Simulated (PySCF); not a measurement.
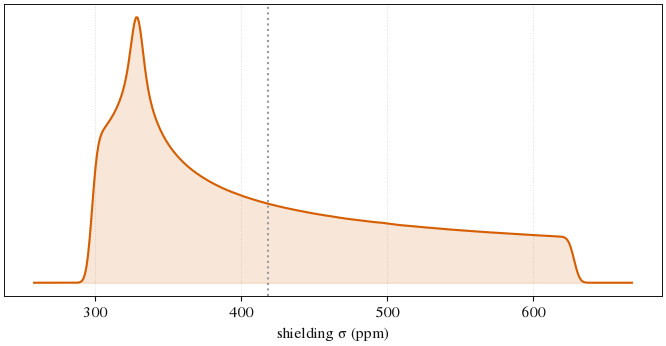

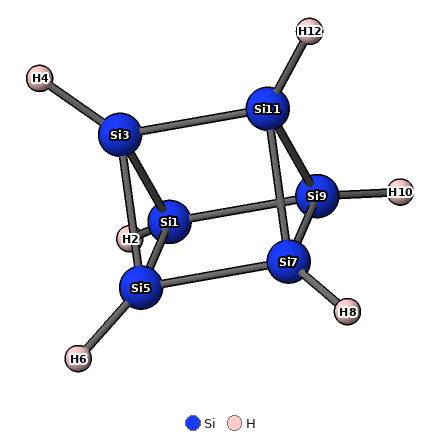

Static powder pattern (²⁹Si) from GIAO shielding tensors of Si₆H₆, PBE0/pcSseg-1 with PySCF, at a PBE0-D3(BJ)/def2-SVP geometry (no frequency check); absolute shielding, one fixed geometry of the isolated molecule without any motion, no dipolar terms. The dotted line is the isotropic value; skew is 3(σiso − σ22)/span.

The pattern belongs to Si11. Give the principal values, span and skew.

Si11: σ11, σ22, σ33 = 298, 329, 628 ppm, isotropic 418, span 330 ppm, skew 0.81.
